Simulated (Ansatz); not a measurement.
# Geometry relaxation of CH₄AlCl

System: CH₄AlCl.
Method: RKS B3LYP/def2-SVP (Ansatz 0.2.0).

It belongs to a series of runs on one base structure; here: start relaxed. Figures and captions count atoms from 1; the log counts them from 0 in places.

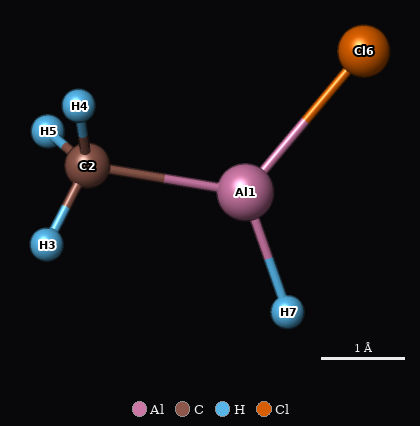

**Figure 1.** The structure as given in the input (ball-and-stick view, seen at a tilt; atoms are numbered from 1 in the order of the input). Sticks mark near contacts.

Key numbers

- outcome: converged
- total energy: −20218.0095 eV
- mean-field energy: −20218.0095 eV
- largest force (length of the vector) at the end: 0.014 eV/Å
- hardware: 1 thread of Intel Xeon (Sapphire Rapids), 32 GiB of memory available, shared host
- wall time: 17 s
- peak memory: 0.15 GiB

Input file
```yaml
crystal:
  periodic: [false, false, false]
  atoms:
    - { symbol: Al, position_ang: [0.0, 0.0, 0.0] }
    - { symbol: C, position_ang: [0.0, 0.0, 1.97] }
    - { symbol: H, position_ang: [-0.9996, -0.3092, 2.3405] }
    - { symbol: H, position_ang: [0.7676, -0.7111, 2.3405] }
    - { symbol: H, position_ang: [0.232, 1.0203, 2.3405] }
    - { symbol: Cl, position_ang: [1.9312, 0.0, -1.115] }
    - { symbol: H, position_ang: [-1.351, 0.0, -0.78] }
basis:
  gaussian: { orbitals: def2-SVP }
hamiltonian:
  xc: b3lyp
relax:
  f_tol: 0.02
  max_steps: 40
```

Run as:
```bash
ansatz run input.yaml --threads 1 --pin off --max-ram 2048MiB --backend cpu --events-out ev --progress --plain --runs-dir out
```

Output
```
The last accepted step is kept in [file] (removed where the run ends without a failure and the disk answers)
Engine: ansatz 0.2.0, x86_64-unknown-linux-gnu
Functional definition: B3LYP
  parameter a0 = 0.2
  parameter ax = 0.72
  parameter ac = 0.81
  exchange = (1 - a0 - ax)*slater_x + ax*b88_x + a0*exact_x
  correlation = (1 - ac)*vwn_rpa_c + ac*lyp_c
723 factors; integrals over basis functions are off by at most 4.7e-4 eV
mean field evaluation 1: about -20212.0155 eV, gradient 4.8e1 eV
mean field evaluation 2: about -20207.7062 eV, gradient 5.8e1 eV
mean field evaluation 4: about -20217.8754 eV, gradient 1.9e0 eV
mean field evaluation 8: about -20217.8914 eV, gradient 6.8e-2 eV
mean field -20217.89140170 eV, -742.9938048335 hartree, gradient 6.7e-5 eV, S^2 0.000000; 0 other end points of the search recorded, 0 dependent functions left out
the calculation of the forces begins
reference -20217.89163382 eV, -742.9938133637 hartree; 20, 20 occupied and 50, 50 virtual orbitals, 723 factors
relax step   1: F+E_penalty+E_count = -20217.89140170 eV  Δ(F+E_penalty+E_count) = +0.000e0 eV  max|allowed force component| = 1.249e0 eV/Å  Δτ_max = 0.0000 Å  (24 SCF iters, accepted)
these checks for a lower state are left out or cut short: starts, cluster_reference, orbital_swaps, neighbouring_geometries, increment
723 factors; integrals over basis functions are off by at most 4.6e-4 eV
mean field evaluation 16: about -20217.9670 eV, gradient 3.9e0 eV
mean field -20217.99857491 eV, -742.9977433763 hartree, gradient 8.1e-5 eV, S^2 0.000000; 0 other end points of the search recorded, 0 dependent functions left out
the calculation of the forces begins
reference -20217.99880626 eV, -742.9977518782 hartree; 20, 20 occupied and 50, 50 virtual orbitals, 723 factors
relax step   2: F+E_penalty+E_count = -20217.99857491 eV  Δ(F+E_penalty+E_count) = -1.072e-1 eV  max|allowed force component| = 3.657e-1 eV/Å  Δτ_max = 0.1405 Å  (24 SCF iters, accepted)
these checks for a lower state are left out or cut short: starts, cluster_reference, orbital_swaps, neighbouring_geometries, increment
723 factors; integrals over basis functions are off by at most 4.6e-4 eV
mean field -20218.00824764 eV, -742.9980988427 hartree, gradient 7.6e-5 eV, S^2 0.000000; 0 other end points of the search recorded, 0 dependent functions left out
the calculation of the forces begins
reference -20218.00847811 eV, -742.9981073121 hartree; 20, 20 occupied and 50, 50 virtual orbitals, 723 factors
relax step   3: F+E_penalty+E_count = -20218.00824764 eV  Δ(F+E_penalty+E_count) = -9.673e-3 eV  max|allowed force component| = 5.706e-2 eV/Å  Δτ_max = 0.0242 Å  (25 SCF iters, accepted)
these checks for a lower state are left out or cut short: starts, cluster_reference, orbital_swaps, neighbouring_geometries, increment
723 factors; integrals over basis functions are off by at most 4.6e-4 eV
mean field -20218.00855836 eV, -742.9981102614 hartree, gradient 1.6e-5 eV, S^2 0.000000; 0 other end points of the search recorded, 0 dependent functions left out
the calculation of the forces begins
reference -20218.00878878 eV, -742.9981187291 hartree; 20, 20 occupied and 50, 50 virtual orbitals, 723 factors
relax step   4: F+E_penalty+E_count = -20218.00855836 eV  Δ(F+E_penalty+E_count) = -3.107e-4 eV  max|allowed force component| = 2.037e-2 eV/Å  Δτ_max = 0.0072 Å  (22 SCF iters, accepted)
these checks for a lower state are left out or cut short: starts, cluster_reference, orbital_swaps, neighbouring_geometries, increment
723 factors; integrals over basis functions are off by at most 4.5e-4 eV
mean field evaluation 32: about -20218.0011 eV, gradient 6.2e-1 eV
mean field -20218.00863317 eV, -742.9981130104 hartree, gradient 7.8e-5 eV, S^2 0.000000; 0 other end points of the search recorded, 0 dependent functions left out
the calculation of the forces begins
reference -20218.00886337 eV, -742.9981214703 hartree; 20, 20 occupied and 50, 50 virtual orbitals, 723 factors
relax step   5: F+E_penalty+E_count = -20218.00863317 eV  Δ(F+E_penalty+E_count) = -7.480e-5 eV  max|allowed force component| = 2.080e-2 eV/Å  Δτ_max = 0.0183 Å  (24 SCF iters, accepted)
these checks for a lower state are left out or cut short: starts, cluster_reference, orbital_swaps, neighbouring_geometries, increment
723 factors; integrals over basis functions are off by at most 4.5e-4 eV
mean field -20218.00879169 eV, -742.9981188362 hartree, gradient 7.8e-5 eV, S^2 0.000000; 0 other end points of the search recorded, 0 dependent functions left out
the calculation of the forces begins
reference -20218.00902176 eV, -742.9981272911 hartree; 20, 20 occupied and 50, 50 virtual orbitals, 723 factors
relax step   6: F+E_penalty+E_count = -20218.00879169 eV  Δ(F+E_penalty+E_count) = -1.585e-4 eV  max|allowed force component| = 5.066e-3 eV/Å  Δτ_max = 0.0173 Å  (24 SCF iters, accepted)
these checks for a lower state are left out or cut short: starts, cluster_reference, orbital_swaps, neighbouring_geometries, increment
723 factors; integrals over basis functions are off by at most 4.5e-4 eV
mean field -20218.00891599 eV, -742.9981234040 hartree, gradient 7.8e-5 eV, S^2 0.000000; 0 other end points of the search recorded, 0 dependent functions left out
the calculation of the forces begins
reference -20218.00914590 eV, -742.9981318529 hartree; 20, 20 occupied and 50, 50 virtual orbitals, 723 factors
relax step   7: F+E_penalty+E_count = -20218.00891599 eV  Δ(F+E_penalty+E_count) = -1.243e-4 eV  max|allowed force component| = 1.472e-2 eV/Å  Δτ_max = 0.0245 Å  (24 SCF iters, accepted)
these checks for a lower state are left out or cut short: starts, cluster_reference, orbital_swaps, neighbouring_geometries, increment
723 factors; integrals over basis functions are off by at most 4.5e-4 eV
mean field -20218.00886834 eV, -742.9981216529 hartree, gradient 7.9e-5 eV, S^2 0.000000; 0 other end points of the search recorded, 0 dependent functions left out
the calculation of the forces begins
reference -20218.00909807 eV, -742.9981300952 hartree; 20, 20 occupied and 50, 50 virtual orbitals, 723 factors
relax step   8: F+E_penalty+E_count = -20218.00886834 eV  Δ(F+E_penalty+E_count) = +4.765e-5 eV  max|allowed force component| = 8.087e-2 eV/Å  Δτ_max = 0.0564 Å  (24 SCF iters, rejected (line search))
these checks for a lower state are left out or cut short: starts, cluster_reference, orbital_swaps, neighbouring_geometries, increment
723 factors; integrals over basis functions are off by at most 4.5e-4 eV
mean field -20218.00910200 eV, -742.9981302397 hartree, gradient 7.8e-5 eV, S^2 0.000000; 0 other end points of the search recorded, 0 dependent functions left out
the calculation of the forces begins
reference -20218.00933178 eV, -742.9981386840 hartree; 20, 20 occupied and 50, 50 virtual orbitals, 723 factors
relax step   9: F+E_penalty+E_count = -20218.00910200 eV  Δ(F+E_penalty+E_count) = -1.860e-4 eV  max|allowed force component| = 1.548e-2 eV/Å  Δτ_max = 0.0275 Å  (24 SCF iters, accepted)
these checks for a lower state are left out or cut short: starts, cluster_reference, orbital_swaps, neighbouring_geometries, increment
723 factors; integrals over basis functions are off by at most 4.5e-4 eV
mean field -20218.00799127 eV, -742.9980894210 hartree, gradient 8.7e-5 eV, S^2 0.000000; 0 other end points of the search recorded, 0 dependent functions left out
the calculation of the forces begins
reference -20218.00822063 eV, -742.9980978499 hartree; 20, 20 occupied and 50, 50 virtual orbitals, 723 factors
relax step  10: F+E_penalty+E_count = -20218.00799127 eV  Δ(F+E_penalty+E_count) = +1.111e-3 eV  max|allowed force component| = 2.002e-1 eV/Å  Δτ_max = 0.0985 Å  (23 SCF iters, rejected (line search))
these checks for a lower state are left out or cut short: starts, cluster_reference, orbital_swaps, neighbouring_geometries, increment
723 factors; integrals over basis functions are off by at most 4.5e-4 eV
mean field evaluation 64: about -20218.0093 eV, gradient 4.0e-2 eV
mean field -20218.00929161 eV, -742.9981372079 hartree, gradient 7.8e-5 eV, S^2 0.000000; 0 other end points of the search recorded, 0 dependent functions left out
the calculation of the forces begins
reference -20218.00952132 eV, -742.9981456493 hartree; 20, 20 occupied and 50, 50 virtual orbitals, 723 factors
relax step  11: F+E_penalty+E_count = -20218.00929161 eV  Δ(F+E_penalty+E_count) = -1.896e-4 eV  max|allowed force component| = 1.252e-2 eV/Å  Δτ_max = 0.0263 Å  (24 SCF iters, accepted)
```

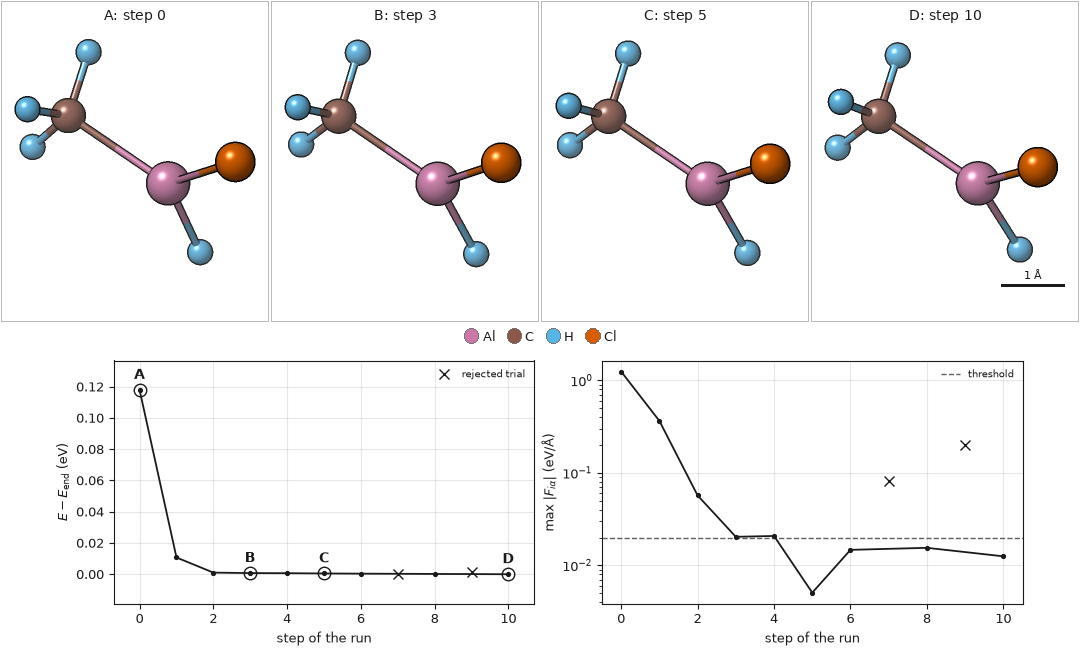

**Figure 2.** Frames of the relaxation (ball-and-stick view, seen at a tilt) above the curves, on which the letters mark them (the first geometry is step 0 here and step 1 in the log).

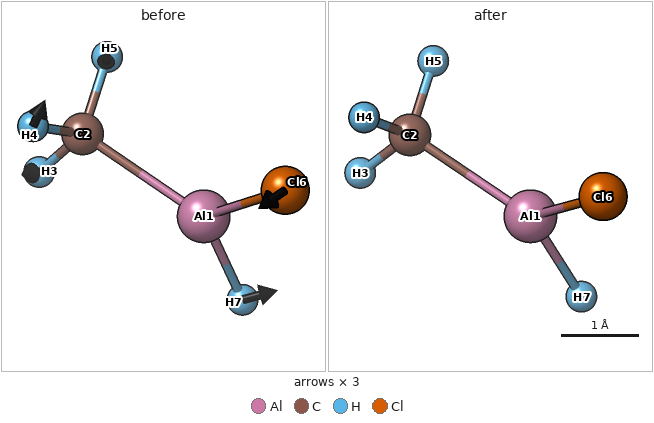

**Figure 3.** Before (left) and after (right) the relaxation, at one scale (ball-and-stick view, seen at a tilt). The black arrows give the displacements, magnified 3 times. The largest moves after the best rigid fit, 0.16 Å, are those of Cl6 and H7. By element the largest moves are H 0.16 Å, Cl 0.16 Å, C 0.03 Å, Al 0.01 Å. Distances before and after: Al1–Cl6 2.230 → 2.122 Å, Al1–C2 1.970 → 1.949 Å, Al1–H7 1.560 → 1.580 Å, C2–H3 1.110 → 1.103 Å. Among the angles that change: C2–Al1–H7 120.0° → 125.0°, Cl6–Al1–H7 120.0° → 115.9°, Al1–C2–H3 109.5° → 112.0°. The energy falls by 0.118 eV in 10 geometry steps. The largest force component goes from 1.2 to 0.013 eV/Å. The line search rejected the trial steps at points 7, 9 (counted from 0) and went back. (Atoms are counted from 1 in the order of the input.)

```
723 factors; integrals over basis functions are off by at most 4.5e-4 eV
mean field -20218.00929161 eV, -742.9981372079 hartree, gradient 7.8e-5 eV, S^2 0.000000; 1 other end points of the search recorded, 0 dependent functions left out
the calculation of the forces begins
reference -20218.00952132 eV, -742.9981456493 hartree; 20, 20 occupied and 50, 50 virtual orbitals, 723 factors
Total energy: -20218.00952132 eV, -742.9981456493 hartree
Atom 0 at    -0.009196     0.001810     0.005519 Å, force     0.002333     0.004521    -0.012241 eV/Å
Atom 1 at     0.012791    -0.014862     1.954523 Å, force     0.004119    -0.003530     0.006354 eV/Å
Atom 2 at    -0.930039    -0.403205     2.375485 Å, force     0.011084     0.003775    -0.004967 eV/Å
Atom 3 at     0.849013    -0.610233     2.356783 Å, force    -0.009283     0.006888     0.001177 eV/Å
Atom 4 at     0.138085     1.014689     2.338068 Å, force    -0.004097    -0.009699    -0.003597 eV/Å
Atom 5 at     1.829303    -0.102677    -1.049825 Å, force    -0.012524    -0.001353     0.006612 eV/Å
Atom 6 at    -1.309756     0.114479    -0.884053 Å, force     0.008368    -0.000602     0.006662 eV/Å
Dipole moment:    -0.213259     0.010905     0.299100 e Å
```

Trajectory as extended XYZ (Å, eV, eV/Å), 11 frames, from step=1 to step=11
```
7
Properties=species:S:1:pos:R:3:forces:R:3 step=1 energy=-20217.89140
Al    0.0000    0.0000    0.0000    1.1595   0.0094  -0.0791
C     0.0000    0.0000    1.9700    0.1245  -0.1470  -0.4092
H    -0.9996   -0.3092    2.3405    0.2637   0.1262  -0.0068
H     0.7676   -0.7111    2.3405   -0.1720   0.2755   0.1065
H     0.2320    1.0203    2.3405   -0.0227  -0.2718   0.0797
Cl    1.9312    0.0000   -1.1150   -1.2487   0.0018   0.6675
H    -1.3510    0.0000   -0.7800   -0.1044   0.0060  -0.3586
7
Properties=species:S:1:pos:R:3:forces:R:3 step=2 energy=-20217.99858
Al   -0.0236   -0.0019    0.0112    0.3657  -0.0022  -0.1337
C     0.0212   -0.0066    1.9708   -0.1107  -0.0718  -0.1737
H    -0.9673   -0.3050    2.3618    0.0600   0.0332   0.0803
H     0.7832   -0.6948    2.3788   -0.0483   0.0592  -0.0608
H     0.2485    1.0020    2.3606   -0.0132  -0.0246  -0.0061
Cl    1.8263    0.0001   -1.0731   -0.2517   0.0011   0.1803
H    -1.3081    0.0062   -0.9136   -0.0018   0.0051   0.1137
7
Properties=species:S:1:pos:R:3:forces:R:3 step=3 energy=-20218.00825
Al   -0.0086   -0.0036    0.0054   -0.0462  -0.0011   0.0258
C     0.0123   -0.0094    1.9577   -0.0467  -0.0408  -0.0571
H    -0.9658   -0.3050    2.3743    0.0286   0.0104  -0.0009
H     0.7816   -0.6903    2.3581    0.0074   0.0081   0.0059
H     0.2440    0.9987    2.3442    0.0097   0.0191   0.0078
Cl    1.8278   -0.0006   -1.0533    0.0344   0.0006  -0.0043
H    -1.3112    0.0103   -0.8900    0.0128   0.0038   0.0227
7
Properties=species:S:1:pos:R:3:forces:R:3 step=4 energy=-20218.00856
Al   -0.0104   -0.0046    0.0048   -0.0111   0.0000   0.0121
C     0.0113   -0.0108    1.9547   -0.0173  -0.0204  -0.0176
H    -0.9643   -0.3066    2.3753    0.0088   0.0036   0.0025
H     0.7834   -0.6882    2.3557    0.0052   0.0036   0.0030
H     0.2429    0.9985    2.3393    0.0037   0.0106   0.0026
Cl    1.8316   -0.0016   -1.0472    0.0057  -0.0002  -0.0019
H    -1.3143    0.0133   -0.8860    0.0049   0.0027  -0.0007
7
Properties=species:S:1:pos:R:3:forces:R:3 step=5 energy=-20218.00863
Al   -0.0117   -0.0084    0.0048    0.0024   0.0053   0.0032
C     0.0104   -0.0163    1.9539    0.0088   0.0208   0.0065
H    -0.9599   -0.3188    2.3808   -0.0034  -0.0035  -0.0005
H     0.7932   -0.6773    2.3611    0.0024  -0.0060  -0.0072
H     0.2301    1.0005    2.3288   -0.0073  -0.0093  -0.0010
Cl    1.8317   -0.0112   -1.0457   -0.0009  -0.0045   0.0015
H    -1.3136    0.0315   -0.8872   -0.0020  -0.0028  -0.0024
7
Properties=species:S:1:pos:R:3:forces:R:3 step=6 energy=-20218.00879
Al   -0.0122   -0.0032    0.0056    0.0015  -0.0039  -0.0051
C     0.0104   -0.0135    1.9544    0.0048  -0.0015  -0.0050
H    -0.9551   -0.3331    2.3799   -0.0004  -0.0013   0.0014
H     0.8032   -0.6673    2.3542   -0.0016   0.0026   0.0032
H     0.2154    1.0036    2.3352   -0.0014   0.0015   0.0037
Cl    1.8313   -0.0284   -1.0445   -0.0002  -0.0002   0.0014
H    -1.3128    0.0418   -0.8883   -0.0027   0.0028   0.0004
7
Properties=species:S:1:pos:R:3:forces:R:3 step=7 energy=-20218.00892
Al   -0.0128   -0.0007    0.0055    0.0032  -0.0039  -0.0083
C     0.0108   -0.0134    1.9545    0.0066  -0.0058   0.0034
H    -0.9473   -0.3560    2.3800    0.0109   0.0031  -0.0023
H     0.8195   -0.6497    2.3519   -0.0147   0.0126   0.0017
H     0.1914    1.0081    2.3367   -0.0037  -0.0095   0.0002
Cl    1.8313   -0.0528   -1.0431   -0.0046   0.0004   0.0005
H    -1.3127    0.0645   -0.8890    0.0023   0.0031   0.0048
7
Properties=species:S:1:pos:R:3:forces:R:3 step=8 energy=-20218.00887 accepted=F
Al   -0.0117    0.0035    0.0056    0.0053  -0.0005  -0.0273
C     0.0117   -0.0143    1.9545    0.0208   0.0011   0.0661
H    -0.9297   -0.4076    2.3792    0.0680   0.0275  -0.0261
H     0.8544   -0.6088    2.3509   -0.0739   0.0509  -0.0145
H     0.1358    1.0174    2.3390   -0.0129  -0.0809  -0.0225
Cl    1.8303   -0.1072   -1.0449   -0.0250   0.0013   0.0099
H    -1.3106    0.1170   -0.8877    0.0177   0.0006   0.0145
7
Properties=species:S:1:pos:R:3:forces:R:3 step=9 energy=-20218.00910
Al   -0.0111    0.0003    0.0053    0.0010   0.0022  -0.0084
C     0.0116   -0.0142    1.9544    0.0083  -0.0043   0.0094
H    -0.9387   -0.3803    2.3782    0.0133   0.0046  -0.0059
H     0.8350   -0.6297    2.3540   -0.0155   0.0126   0.0004
H     0.1642    1.0120    2.3375   -0.0046  -0.0149  -0.0045
Cl    1.8307   -0.0783   -1.0462   -0.0089  -0.0009   0.0034
H    -1.3115    0.0902   -0.8867    0.0064   0.0007   0.0057
7
Properties=species:S:1:pos:R:3:forces:R:3 step=10 energy=-20218.00799 accepted=F
Al   -0.0063    0.0099    0.0053    0.0155  -0.0169  -0.0456
C     0.0151   -0.0176    1.9542    0.0275   0.0666   0.1591
H    -0.9067   -0.4684    2.3712    0.1325   0.0616  -0.0504
H     0.8915   -0.5575    2.3620   -0.1448   0.0814  -0.0561
H     0.0666    1.0246    2.3394   -0.0167  -0.2001  -0.0584
Cl    1.8264   -0.1719   -1.0553   -0.0548   0.0075   0.0261
H    -1.3064    0.1808   -0.8803    0.0408   0.0001   0.0253
7
Properties=species:S:1:pos:R:3:forces:R:3 step=11 energy=-20218.00929
Al   -0.0092    0.0018    0.0055    0.0023   0.0045  -0.0122
C     0.0128   -0.0149    1.9545    0.0041  -0.0035   0.0064
H    -0.9300   -0.4032    2.3755    0.0111   0.0038  -0.0050
H     0.8490   -0.6102    2.3568   -0.0093   0.0069   0.0012
H     0.1381    1.0147    2.3381   -0.0041  -0.0097  -0.0036
Cl    1.8293   -0.1027   -1.0498   -0.0125  -0.0014   0.0066
H    -1.3098    0.1145   -0.8841    0.0084  -0.0006   0.0067
```
